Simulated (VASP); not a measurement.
Band structure of AlGaP$_{2}$ (space group P-4m2). All values below come from LDA (Ceperley-Alder, Perdew-Zunger), VASP's LDA PAW potentials (set 64) (plane waves; VASP).

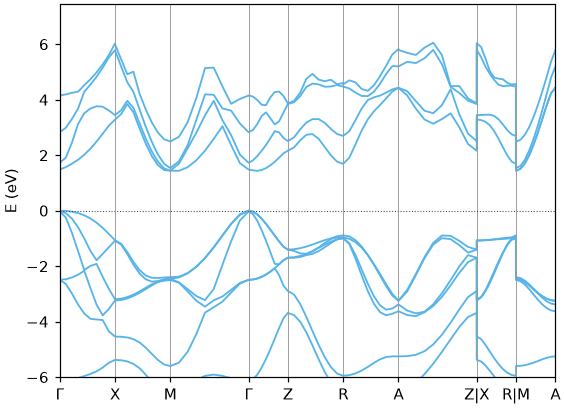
Figure. Bands along high-symmetry lines, zero at the valence-band maximum or, without a gap, the Fermi level

Question: Read the plot: is there a gap, and where are the band edges?

Answer: The gap is indirect, 1.44 eV, from the valence maximum at Γ to the conduction minimum at Γ-Z at 0.22. (Edges off the drawn lines would not show.)

The structure comes from a computed database's AlGaP2 entry (P-4m2); how it stands against other phases isn't given here. It was relaxed first.
